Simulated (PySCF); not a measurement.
**FeOBr: structure of the quartet**

Where does quartet FeOBr go from a linear start, is the end point a minimum, and what are its modes, charges and moments?

The runs use PySCF 2.14.0; PBE, basis Fe def2-SVP, O def2-SVP, Br def2-SVP, no relativity, density fitting.

**1. Where the work starts**

3 atoms, charge 0, spin multiplicity 4.

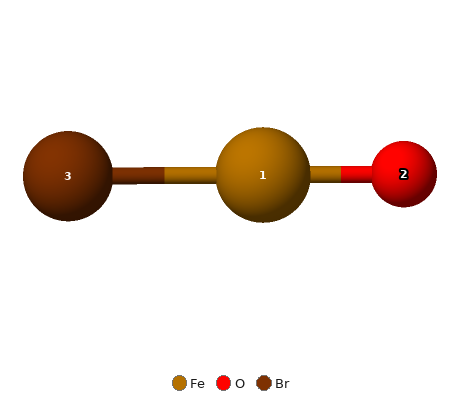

The starting geometry (iron orange, oxygen red, bromine brown); atoms are numbered from 1 in the order of the file.

```xyz
3
charge 0 multiplicity 4
Fe    0.0000    0.0000    0.0000
O     0.0000    0.0000   -1.6600
Br    0.0000    0.0000    2.3000
```

**2. Finding the electronic state**

One driver script runs all steps and calls PySCF; scf.py shows how it sets up the SCF of each step. The optimiser is the driver's own. After this first run the driver tries any further starts and a stability analysis.

File scf.py:

```python
from pyscf import gto, scf, dft
mol = gto.M(atom='''
Fe     0.000000     0.000000     0.000000
O      0.000000     0.000000    -1.660000
Br     0.000000     0.000000     2.300000''',
    basis={'Fe': 'def2-SVP', 'O': 'def2-SVP', 'Br': 'def2-SVP'},
    charge=0, spin=3)
mf = dft.UKS(mol, xc='PBE')
mf.grids.atom_grid = (50, 194)
aux = {'Fe': 'def2-universal-JKFIT', 'O': 'def2-universal-JKFIT', 'Br': 'def2-universal-JKFIT'}
mf = mf.density_fit(auxbasis=aux)
mf.conv_tol = 1e-08
mf.diis_space = 10
mf.max_cycle = 60
mf.init_guess = 'minao'
mf.verbose = 4
mf.kernel()
```

Command:

```sh
OMP_NUM_THREADS=2 python axn.py task.json out
```

What it wrote (excerpt; [...] marks lines left out):

```text
[... the frontier levels of the middle cycles are left out ...]
init E= -3909.94315605916
[... the frontier-level lines of each cycle are left out ...]
cycle= 1 E= -3900.729610096  delta_E= 9.21  |g|= 2.76  |ddm|= 9.23
cycle= 2 E= -3878.27011462128  delta_E= 22.5  |g|= 4.78  |ddm|=  9.6
cycle= 3 E= -3902.80833267701  delta_E= -24.5  |g|= 3.75  |ddm|= 6.61
cycle= 4 E= -3903.54603887038  delta_E= -0.738  |g|= 3.86  |ddm|= 1.54
cycle= 5 E= -3902.28315424825  delta_E= 1.26  |g|= 3.81  |ddm|= 2.06
cycle= 6 E= -3902.4884069363  delta_E= -0.205  |g|= 3.78  |ddm|= 0.293
cycle= 7 E= -3902.52669533911  delta_E= -0.0383  |g|= 3.78  |ddm|= 0.179
cycle= 8 E= -3902.25013962214  delta_E= 0.277  |g|=  3.8  |ddm|= 0.269
cycle= 9 E= -3902.15586617323  delta_E= 0.0943  |g|= 3.81  |ddm|= 0.0569
cycle= 10 E= -3901.96228824829  delta_E= 0.194  |g|= 3.82  |ddm|= 0.103
cycle= 11 E= -3901.57686307951  delta_E= 0.385  |g|= 3.85  |ddm|= 0.295
cycle= 12 E= -3824.3971020897  delta_E= 77.2  |g|= 8.05  |ddm|= 14.2
cycle= 13 E= -3909.47730844179  delta_E= -85.1  |g|= 1.94  |ddm|= 14.4
cycle= 14 E= -3906.93834045172  delta_E= 2.54  |g|= 2.99  |ddm|= 3.99
[... 9 cycles left out ...]
cycle= 24 E= -3911.86847468823  delta_E= -2.21e-05  |g|= 0.000919  |ddm|= 0.0336
cycle= 25 E= -3911.86847585903  delta_E= -1.17e-06  |g|= 0.000761  |ddm|= 0.00651
cycle= 26 E= -3911.86847663618  delta_E= -7.77e-07  |g|= 0.000389  |ddm|= 0.00291
cycle= 27 E= -3911.86847747892  delta_E= -8.43e-07  |g|= 0.000237  |ddm|= 0.00467
cycle= 28 E= -3911.86847823688  delta_E= -7.58e-07  |g|= 0.000183  |ddm|= 0.00453
cycle= 29 E= -3911.8684787745  delta_E= -5.38e-07  |g|= 0.000209  |ddm|= 0.00352
cycle= 30 E= -3911.86848061725  delta_E= -1.84e-06  |g|= 0.00027  |ddm|= 0.0137
cycle= 31 E= -3911.86848308757  delta_E= -2.47e-06  |g|= 0.00022  |ddm|= 0.0231
cycle= 32 E= -3911.86848473828  delta_E= -1.65e-06  |g|= 0.000122  |ddm|= 0.0226
cycle= 33 E= -3911.86848538219  delta_E= -6.44e-07  |g|= 0.000118  |ddm|= 0.012
cycle= 34 E= -3911.86848534998  delta_E= 3.22e-08  |g|= 8.38e-05  |ddm|= 0.000797
cycle= 35 E= -3911.8684859681  delta_E= -6.18e-07  |g|= 4.07e-05  |ddm|= 0.0251
cycle= 36 E= -3911.86848597831  delta_E= -1.02e-08  |g|= 4e-05  |ddm|= 0.00253
cycle= 37 E= -3911.86848597965  delta_E= -1.34e-09  |g|= 8.33e-06  |ddm|= 0.0004
Extra cycle  E= -3911.86848597914  delta_E= 5.08e-10  |g|= 3.34e-05  |ddm|= 5.09e-05
converged SCF energy = -3911.86848597914  <S^2> = 3.9135617  2S+1 = 4.0809615
```

This step, with its further starts and checks, ran for 23 s (2 threads of Arm Neoverse V2, shared host).

The starts that the driver tried:

```csv
start,energy (Eh)
the minimal-basis guess,-3911.868486
a thermally smeared density,-3911.868417
a smeared PBE density,-3911.868397
```

No lower solution of this spin turned up from the other starts or in the test of internal stability.

**3. Linear start, quartet: relaxation**

The program finds C∞v symmetry in the start, which this walk keeps.

scf.py, as its differences from that of step 2:

```diff
@@ -3,3 +3,3 @@
-Fe     0.000000     0.000000     0.000000
-O      0.000000     0.000000    -1.660000
-Br     0.000000     0.000000     2.300000''',
+Fe     0.000000     0.000000    -1.027262
+O      0.000000     0.000000    -2.687262
+Br     0.000000     0.000000     1.272738''',
@@ -15 +14,0 @@
-mf.init_guess = 'minao'
```

Steps of the walk:

```csv
step,energy (Eh),change (kJ/mol),largest symmetric gradient (Eh/bohr)
0,-3911.868486,0.00,0.03466
1,-3911.870567,-5.46,0.00870
2,-3911.870675,-5.75,0.00295
3,-3911.870684,-5.77,0.00027
4,-3911.870684,-5.77,0.00010
```

The walk took 8.1 s.

Positions (Å) and forces (eV/Å) along the way:

```
step 0
Fe   0.000   0.000  -1.027   0.000   0.000  -1.524
O    0.000   0.000  -2.687   0.000   0.000   1.782
Br   0.000   0.000   1.273   0.000   0.000  -0.258
step 1
Fe   0.000   0.000  -1.039   0.000   0.000  -0.343
O    0.000   0.000  -2.652   0.000   0.000   0.448
Br   0.000   0.000   1.250   0.000   0.000  -0.105
step 2
Fe   0.000   0.000  -1.043   0.000   0.000   0.152
O    0.000   0.000  -2.640   0.000   0.000  -0.135
Br   0.000   0.000   1.241   0.000   0.000  -0.017
step 3
Fe   0.000   0.000  -1.041   0.000   0.000   0.013
O    0.000   0.000  -2.642   0.000   0.000   0.001
Br   0.000   0.000   1.241   0.000   0.000  -0.014
step 4
Fe   0.000   0.000  -1.041   0.000   0.000   0.005
O    0.000   0.000  -2.642   0.000   0.000   0.000
Br   0.000   0.000   1.241   0.000   0.000  -0.005
```

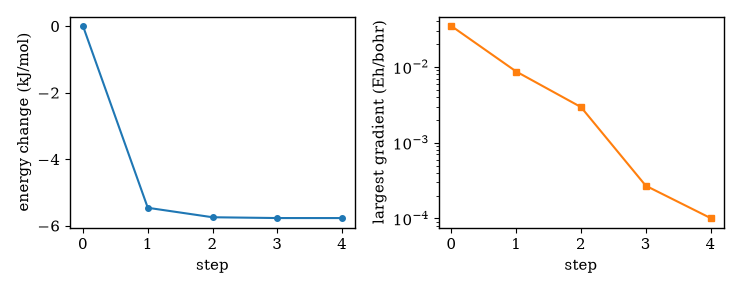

Energy and largest gradient along the walk.

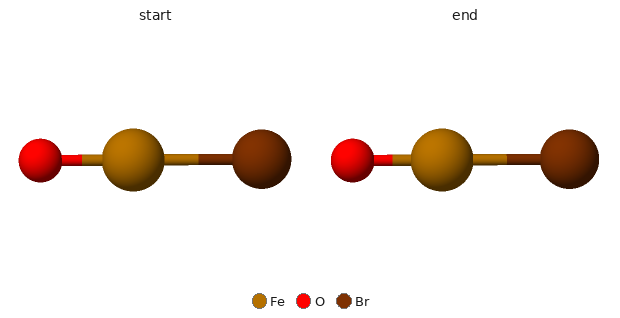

The geometry along the walk, at one scale.

It settles in C∞v symmetry, 5.8 kJ/mol below the start, after 4 steps: Fe–Br 2.282 Å, Fe–O 1.601 Å; Br–Fe–O 180.0°.

**4. Hessian and properties**

The point is checked on the finer grid, and tightened if its gradient asks for it. The Hessian and the dipole derivatives come from central differences of analytic gradients, with steps of 0.02 bohr.

scf.py, as its differences from that of step 3:

```diff
@@ -3,3 +3,3 @@
-Fe     0.000000     0.000000    -1.027262
-O      0.000000     0.000000    -2.687262
-Br     0.000000     0.000000     1.272738''',
+Fe     0.000000     0.000000    -1.024498
+O      0.000000     0.000000    -2.624529
+Br    -0.000000     0.000000     1.257945''',
@@ -9 +9 @@
-mf.grids.atom_grid = (50, 194)
+mf.grids.atom_grid = (75, 302)
@@ -12 +12 @@
-mf.conv_tol = 1e-08
+mf.conv_tol = 1e-10
```

This SCF starts from the last density.

Log of the central SCF (cycles and frontier levels):

```text
init E= -3911.87069350207
[... the frontier-level lines of each cycle are left out ...]
cycle= 1 E= -3911.87069349909  delta_E= 2.98e-09  |g|= 9.27e-05  |ddm|= 5.21e-05
cycle= 2 E= -3911.87069323654  delta_E= 2.63e-07  |g|= 0.000868  |ddm|= 0.000489
cycle= 3 E= -3911.87069350201  delta_E= -2.65e-07  |g|= 1.18e-05  |ddm|= 0.000444
cycle= 4 E= -3911.8706935021  delta_E= -9.09e-11  |g|= 8.59e-07  |ddm|= 1.59e-05
Extra cycle  E= -3911.8706935021  delta_E= 4.55e-12  |g|= 2.23e-06  |ddm|= 2.82e-06
converged SCF energy = -3911.8706935021  <S^2> = 3.8479079  2S+1 = 4.048658
```

The whole step took 36 s.

Geometry: C∞v; Fe–Br 2.282 Å, Fe–O 1.600 Å; Br–Fe–O 180.0°.

Harmonic modes (main isotopes):

```
ω (cm⁻¹)  IR (km/mol)     type
    118i         15.9     bend
     105         18.6     bend
     295         11.8  stretch
     910         69.9  stretch
```

With 1 mode imaginary (up to 118i cm⁻¹) this point is a saddle.

Here the density breaks the symmetry of the frame, and no labels are given; pairs that should be degenerate can split.

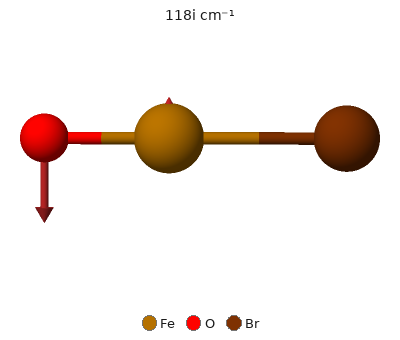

The imaginary mode, as arrows.

Properties at this point:

* Dipole moment: 0.28 D
* Highest occupied level: -5.49 eV
* Lowest empty level: -5.73 eV
* Rotational constants: 0.05738 cm⁻¹
* Zero-point energy (real modes): 7.8 kJ/mol
* Principal polarisabilities: 25.1, 26.1, 80.4 bohr³
* Atomisation energy without zero-point energy: 858 kJ/mol
* Principal traceless quadrupole moments about the centre of mass: -9.47, 4.24, 5.24 D Å
* Spin squared ⟨S²⟩: 3.848

Charges (e) and bond orders:

```csv
atom,Mulliken,Löwdin,polar tensor,spin (Mulliken),Mayer order to Fe1
Fe1,0.66,0.34,0.93,2.92,–
O2,-0.41,-0.21,-0.52,0.15,1.99
Br3,-0.25,-0.13,-0.41,-0.07,1.09
```

Outer orbital energies (eV). α occupied: -9.66, -8.21, -7.97, -7.55, -7.54, -6.89, -6.36, -5.87; empty: -5.73, -0.84, 0.85, 0.91. β occupied: -19.00, -9.63, -9.06, -8.31, -7.93, -7.63, -7.35, -5.49; empty: -4.58, -4.56, -4.20, -3.89.

Mulliken populations on Fe1: s 6.56, p 12.40, d 6.36, f 0.00.

**5. Leaving the saddle point**

The start is the last point, displaced along its most imaginary mode.

The program finds Cs symmetry in the start, which this walk keeps. Threshold on the gradient: 0.0003 Eh/bohr, with a further test on the energy change.

scf.py, as its differences from that of step 4:

```diff
@@ -3,3 +3,3 @@
-Fe     0.000000     0.000000    -1.024498
-O      0.000000     0.000000    -2.624529
-Br    -0.000000     0.000000     1.257945''',
+Fe     0.101507     0.066962    -1.024435
+O     -0.208683    -0.137664    -2.624467
+Br    -0.029650    -0.019559     1.258007''',
@@ -9 +9 @@
-mf.grids.atom_grid = (75, 302)
+mf.grids.atom_grid = (50, 194)
@@ -12 +12 @@
-mf.conv_tol = 1e-10
+mf.conv_tol = 1e-08
```

Steps of the walk:

```csv
step,energy (Eh),change (kJ/mol),largest symmetric gradient (Eh/bohr)
0,-3911.870956,0.00,0.03039
1,-3911.872624,-4.38,0.00785
2,-3911.873205,-5.91,0.00598
3,-3911.876109,-13.53,0.01527
4,-3911.878250,-19.15,0.01178
5,-3911.878695,-20.32,0.00701
6,-3911.879038,-21.22,0.01057
7,-3911.879154,-21.52,0.00291
8,-3911.879180,-21.59,0.00145
9,-3911.879188,-21.62,0.00034
10,-3911.879189,-21.62,0.00003
```

The walk took 36 s.

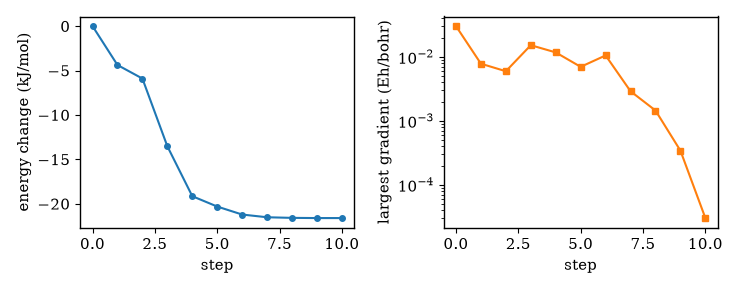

How energy and gradient fall.

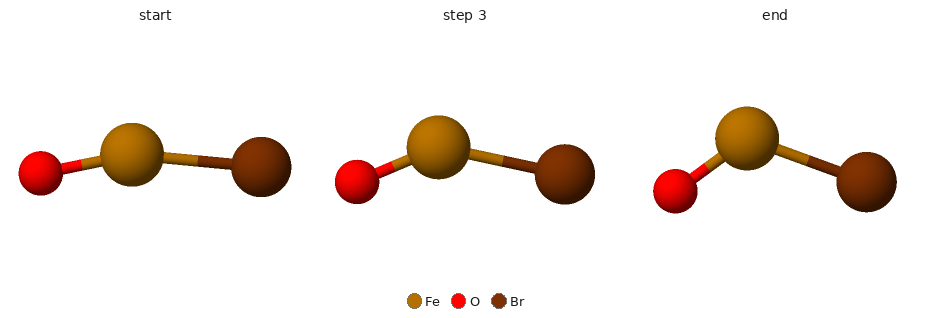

Start and end of the relaxation, with a step between.

End point (Cs, 10 steps, 21.6 kJ/mol gained): Fe–Br 2.243 Å, Fe–O 1.570 Å; Br–Fe–O 123.6°.

**6. Hessian and properties**

The same treatment as at the point before.

scf.py, as its differences from that of step 5:

```diff
@@ -3,3 +3,3 @@
-Fe     0.101507     0.066962    -1.024435
-O     -0.208683    -0.137664    -2.624467
-Br    -0.029650    -0.019559     1.258007''',
+Fe     0.397013     0.261901    -0.981534
+O     -0.407308    -0.268693    -2.219889
+Br    -0.198870    -0.131191     1.145360''',
@@ -9 +9 @@
-mf.grids.atom_grid = (50, 194)
+mf.grids.atom_grid = (75, 302)
@@ -12 +12 @@
-mf.conv_tol = 1e-08
+mf.conv_tol = 1e-10
```

SCF at the final geometry:

```text
init E= -3911.87909156059
[... the frontier-level lines of each cycle are left out ...]
cycle= 1 E= -3911.8790915506  delta_E= 9.99e-09  |g|= 0.000173  |ddm|= 9.11e-05
cycle= 2 E= -3911.87909081158  delta_E= 7.39e-07  |g|= 0.00149  |ddm|= 0.000791
cycle= 3 E= -3911.8790915607  delta_E= -7.49e-07  |g|= 9.26e-06  |ddm|= 0.000708
cycle= 4 E= -3911.87909156072  delta_E= -2.27e-11  |g|= 1.52e-06  |ddm|= 1.17e-05
Extra cycle  E= -3911.87909156072  delta_E= 2.73e-12  |g|= 5.31e-06  |ddm|= 1.16e-05
converged SCF energy = -3911.87909156072  <S^2> = 3.7844694  2S+1 = 4.0171977
```

The whole step ran for 40 s (2 threads of Arm Neoverse V2, shared host).

Geometry: Cs; Fe–Br 2.243 Å, Fe–O 1.569 Å; Br–Fe–O 123.6°.

Harmonic modes (main isotopes):

```csv
symmetry,ω (cm⁻¹),IR (km/mol),type
a',125,8.6,bend
a',329,27.0,stretch
a',1002,88.6,stretch
```

All wavenumbers are real: a minimum.

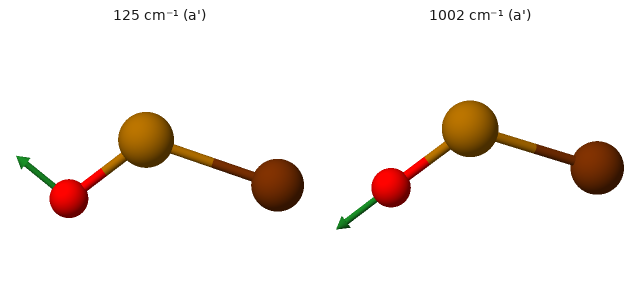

How the atoms move in 2 of the modes.

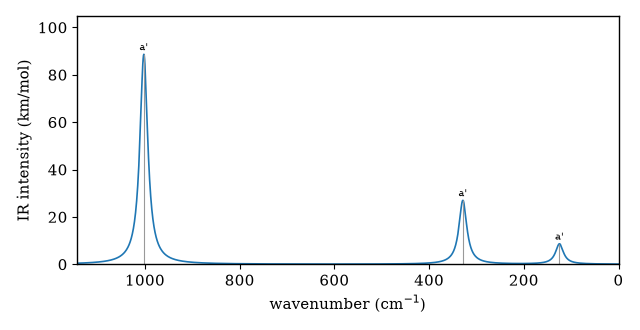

The harmonic infrared spectrum (widths in cm⁻¹). Lines are broadened to a width of 20 cm⁻¹ (Lorentzian).

Properties at this point:

```
Dipole moment                                                   : 2.75 D
Highest occupied level                                          : -5.06 eV
Lowest empty level                                              : -4.81 eV
Rotational constants                                            : 1.006, 0.07012, 0.06555 cm⁻¹
Zero-point energy                                               : 8.7 kJ/mol
Principal polarisabilities                                      : 27.1, 33.7, 65.3 bohr³
Atomisation energy without zero-point energy                    : 880 kJ/mol
Principal traceless quadrupole moments about the centre of mass : -8.24, 1.28, 6.96 D Å
Entropy at 298.15 K and 1 bar (electronic part: spin only)      : 307.4 J/(mol K)
Heat capacity Cp at 298.15 K                                    : 49.7 J/(mol K)
Enthalpy at 298.15 K above 0 K                                  : 12.83 kJ/mol
Rotational symmetry number                                      : 1
Spin squared ⟨S²⟩                                               : 3.784
```

Populations by atom (charges in e):

| atom | Mulliken | Löwdin | polar tensor | spin (Mulliken) | Mayer order to Fe1 |
| --- | --- | --- | --- | --- | --- |
| Fe1 | 0.59 | 0.27 | 1.02 | 2.71 | – |
| O2 | -0.38 | -0.17 | -0.59 | 0.31 | 2.12 |
| Br3 | -0.22 | -0.10 | -0.42 | -0.01 | 1.17 |

Outer orbital energies (eV). α occupied: -9.57, -8.71, -8.06, -7.39, -6.88, -6.25, -6.08, -5.65; empty: -4.81, -2.17, 1.17, 1.41. β occupied: -18.91, -9.44, -9.04, -8.30, -8.12, -7.35, -7.27, -5.06; empty: -4.25, -3.91, -3.78, -3.54.

Mulliken populations on Fe1: s 6.51, p 12.47, d 6.42, f 0.00.

**7. All stationary points**

| spin | group | bonds | imaginary modes (cm⁻¹) | ΔE (kJ/mol) | with zero-point energy |
| --- | --- | --- | --- | --- | --- |
| quartet | Cs | Fe–Br 2.243 Å, Fe–O 1.569 Å | none | 0.0 | 0.0 |
| quartet | C∞v (density of lower symmetry) | Fe–Br 2.282 Å, Fe–O 1.600 Å | 118i | 22.0 | – |

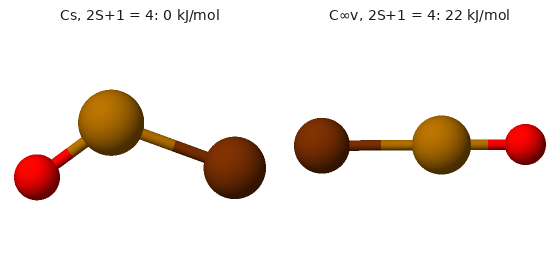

The points, lowest first (iron orange, oxygen red, bromine brown).

**8. Density, ELF and potential**

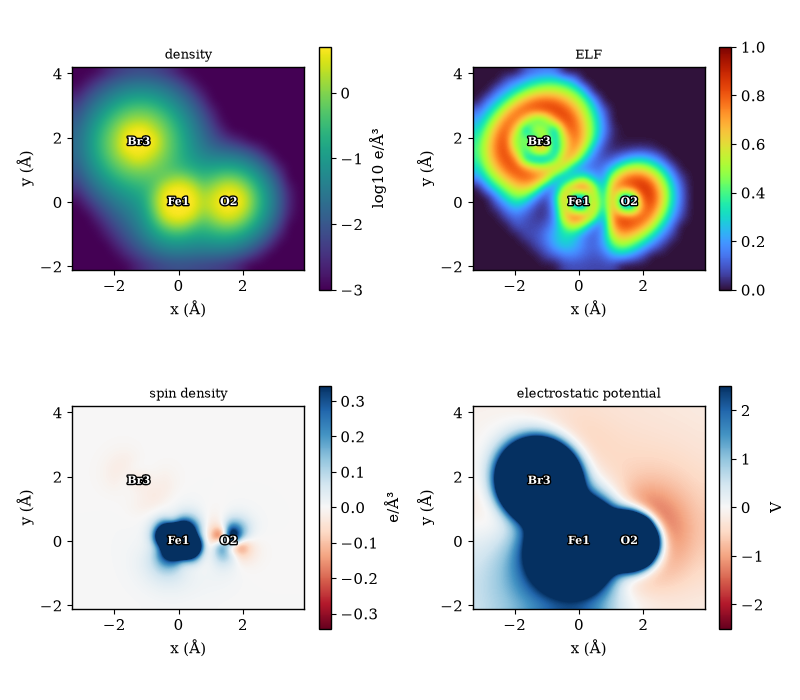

The plane holds Fe1 at (0.00, 0.00), O2 at (1.57, 0.00), Br3 at (-1.24, 1.87) Å. ELF is set to 0 where the density is under 0.005 e/Å³; an orbital's overall sign is arbitrary. The potential's colours end at ±2.5 V.

Along Fe1–O2 (1.569 Å) the density is least, 1.79 e/Å³, about 0.78 Å from Fe1; ELF there is 0.29.

Making the fields took 0.9 s.

**9. Results**

```
                                          quantity                                        value
                                           minimum                                  quartet, Cs
                                          geometry  Fe–Br 2.243 Å, Fe–O 1.569 Å; Br–Fe–O 123.6°
                                wavenumbers (cm⁻¹)                125 (a'), 329 (a'), 1002 (a')
                                     dipole moment                                       2.75 D
highest occupied, lowest empty level (either spin)                              -5.06, -4.81 eV
                        polar-tensor charge of Fe1                                      +1.02 e
                                 zero-point energy                                   8.7 kJ/mol
                               entropy at 298.15 K                              307.4 J/(mol K)
         atomisation energy (no zero-point energy)                                   880 kJ/mol
                                              ⟨S²⟩                                        3.784
```

In words: From C∞v at the start the molecule goes to a Cs minimum, after a stop at a saddle point 22.0 kJ/mol higher, from which it was pushed off along an imaginary mode. The strongest infrared band lies at 1002 cm⁻¹ (a', stretch). Most of the spin sits on Fe1 (Mulliken spin 2.71, against 3 for the whole molecule). Other starts or spin states, not run here, may lie lower. One determinant may miss the lowest occupation of an open d or f shell.

The search up to here took 2.4 min.
